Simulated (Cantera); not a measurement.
Input: 1 mol Si, 0.11 mol NH₃, 2.2 mol H₂, 0.029 mol CO₂, at 13.3 mbar.

Method: chemical equilibrium by Gibbs-energy minimisation in Cantera with the NASA 1993 tables (ideal gas, pure condensed phases). Candidate condensed phases: C, C₆H₆, C₇H₈, C₈H₁₈, H₂O, Si, SiC, SiO₂, Si₂N₂O, Si₃N₄; 151 gas species. Mutual solubility and eutectic melting of coexisting phases are not modelled. The tables hold silica as quartz up to 1696 K and as liquid above; real silica turns to tridymite and cristobalite and melts near 1996 K. Gases not in the tables: Si₂H₆ and higher silanes. Rates play no part.

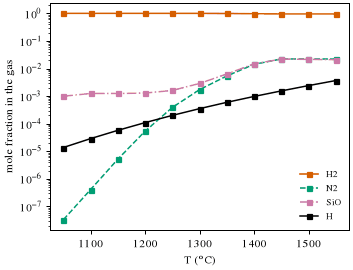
Figure: Equilibrium gas composition (values under 1e-9 drawn at 1e-9)

Read off the mole fractions at 1500 °C.

H₂ about 0.95, N₂ about 0.022, SiO about 0.021, H about 0.0024.
